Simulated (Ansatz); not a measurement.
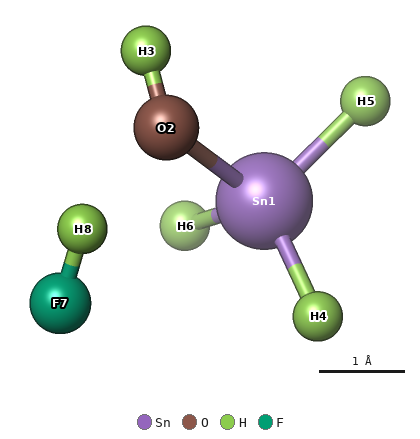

Figure 1. The input geometry (ball-and-stick view, seen at a tilt; atoms are numbered from 1 in the order of the input). Sticks mark near contacts.

## Nudged elastic band, with input and output: SnH$_{5}$OF

SnH$_{5}$OF, set up with RKS PBE0-D4/def2-SVP (Ansatz 0.2.0).

One setting was made poor on purpose. It belongs to a series of runs on one base structure; here: an input spoilt on purpose.

## Input file
```yaml
crystal:
  periodic: [false, false, false]
  atoms:
    - { symbol: Sn, position_ang: [-0.091867, 0.075973, -0.095354] }
    - { symbol: O, position_ang: [0.057231, -0.120115, 1.920332] }
    - { symbol: H, position_ang: [-0.772026, -0.013186, 2.399603] }
    - { symbol: H, position_ang: [1.509174, 0.304197, -0.610867] }
    - { symbol: H, position_ang: [-1.047018, 1.491015, -0.286712] }
    - { symbol: H, position_ang: [-0.893454, -1.290908, -0.726523] }
    - { symbol: F, position_ang: [1.329978, -2.118947, 1.305395] }
    - { symbol: H, position_ang: [0.872579, -1.452629, 1.818427] }
basis:
  gaussian: { orbitals: def2-SVP }
hamiltonian:
  xc: pbe0
  dispersion: d4
neb:
  order_check: false
  images: 5
  f_tol: 0.05
  max_iterations: 8
  spring: { min: 2.0, max: 10.0 }
  final_atoms:
    - { symbol: Sn, position_ang: [0.31141745, -0.11917748, -0.33147365] }
    - { symbol: O, position_ang: [-0.52166237, -0.35227556, 2.36924387] }
    - { symbol: H, position_ang: [-1.05472701, -1.14353544, 2.50483465] }
    - { symbol: H, position_ang: [1.27586169, -0.21524932, -1.75076614] }
    - { symbol: H, position_ang: [0.06861032, 1.4944327, 0.14822463] }
    - { symbol: H, position_ang: [-1.05643053, -1.12777704, -0.47562803] }
    - { symbol: F, position_ang: [1.55244151, -0.96780475, 0.95293165] }
    - { symbol: H, position_ang: [0.38908594, -0.6932131, 2.30693402] }
  initial_path:
    images:
      - { positions_ang: [[-0.091867, 0.075973, -0.095354], [0.057231, -0.120115, 1.920332], [-0.772026, -0.013186, 2.399603], [1.509174, 0.304197, -0.610867], [-1.047018, 1.491015, -0.286712], [-0.893454, -1.290908, -0.726523], [1.329978, -2.118947, 1.305395], [0.872579, -1.452629, 1.818427]] }
      - { positions_ang: [[-0.06607536, 0.05410918, -0.060776], [0.04607822, -0.08876776, 2.05281311], [-0.80737808, -0.11518369, 2.48816193], [1.54493171, 0.21317192, -0.60653387], [-0.98238585, 1.47178369, -0.36941286], [-0.87356768, -1.32922346, -0.67766615], [1.2669739, -1.98331604, 1.08573825], [0.83602014, -1.34717384, 1.81197659]] }
      - { positions_ang: [[-0.04028371, 0.03224537, -0.026198], [0.03492545, -0.05742052, 2.18529423], [-0.84273016, -0.21718138, 2.57672085], [1.58068943, 0.12214683, -0.60220073], [-0.9177537, 1.45255238, -0.45211372], [-0.85368137, -1.36753891, -0.6288093], [1.2039698, -1.84768508, 0.86608151], [0.79946127, -1.24171869, 1.80552617]] }
      - { positions_ang: [[-0.01449207, 0.01038155, 0.00838], [0.02377267, -0.02607328, 2.31777534], [-0.87808225, -0.31917907, 2.66527978], [1.61644714, 0.03112175, -0.5978676], [-0.85312155, 1.43332108, -0.53481458], [-0.83379505, -1.40585437, -0.57995246], [1.14096569, -1.71205412, 0.64642476], [0.76290241, -1.13626353, 1.79907576]] }
      - { positions_ang: [[0.09414444, -0.03280479, -0.10490455], [-0.15803901, -0.13480737, 2.33493152], [-0.93696383, -0.59396453, 2.61179807], [1.50291866, -0.05100194, -0.98216711], [-0.54587759, 1.45369162, -0.30713484], [-0.90800688, -1.31316193, -0.54517765], [1.2781243, -1.463971, 0.74859373], [0.63829692, -0.98858006, 1.96836184]] }
      - { positions_ang: [[0.20278095, -0.07599114, -0.2181891], [-0.33985069, -0.24354147, 2.35208769], [-0.99584542, -0.86874998, 2.55831636], [1.38939017, -0.13312563, -1.36646663], [-0.23863363, 1.47406216, -0.07945511], [-0.98221871, -1.22046949, -0.51040284], [1.4152829, -1.21588787, 0.85076269], [0.51369143, -0.84089658, 2.13764793]] }
      - { positions_ang: [[0.31141745, -0.11917748, -0.33147365], [-0.52166237, -0.35227556, 2.36924387], [-1.05472701, -1.14353544, 2.50483465], [1.27586169, -0.21524932, -1.75076614], [0.06861032, 1.4944327, 0.14822463], [-1.05643053, -1.12777704, -0.47562803], [1.55244151, -0.96780475, 0.95293165], [0.38908594, -0.6932131, 2.30693402]] }
  n_images: 5
```

Run on 1 thread of Arm Neoverse V2, 24 GiB of memory available, shared host.

Run as:
```bash
ansatz run input.yaml --threads 1 --pin off --max-ram 2048MiB --backend cpu --events-out ev --progress --plain --runs-dir out
```

## What the program printed
```
Error: YAML parse error: error: line 41 column 3: unknown field `n_images`, expected one of images, spring, climbing, order_check, relax_end_points, f_tol, exx_force_gate, max_iterations, max_displacement, density_extrapolation, optimiser, initial_path, freeze_fraction, magnetization_jump, magnetization_bend, levels_near_fermi, parallel_images, constraints, final_atoms
  --> <input>:41:3
   |
39 |       - { positions_ang: [[0.20278095, -0.07599114, -0.2181891], [-…
40 |       - { positions_ang: [[0.31141745, -0.11917748, -0.33147365], […
41 |   n_images: 5
   |   ^ unknown field `n_images`, expected one of images, spring, climbing, order_check, relax_end_points, f_tol, exx_force_gate, max_iterations, max_displacement, density_extrapolation, optimiser, initial_path, freeze_fraction, magnetization_jump, magnetization_bend, levels_near_fermi, parallel_images, constraints, final_atoms
```

## What the run reported

| quantity | value |
| --- | --- |
| outcome | refused by the program |

## Diagnosis

The program refused the input: “YAML parse error: error: line 41 column 3: unknown field `n_images`, expected one of images, spring, climbing, order_check, relax_end_points, f_tol, exx_force_gate, max_iterations, max_displacement, density_extrapolation, optimiser, initial_path, freeze_fraction, magnetization_jump, magnetization_bend, …” A deliberately poor setting: bad input.
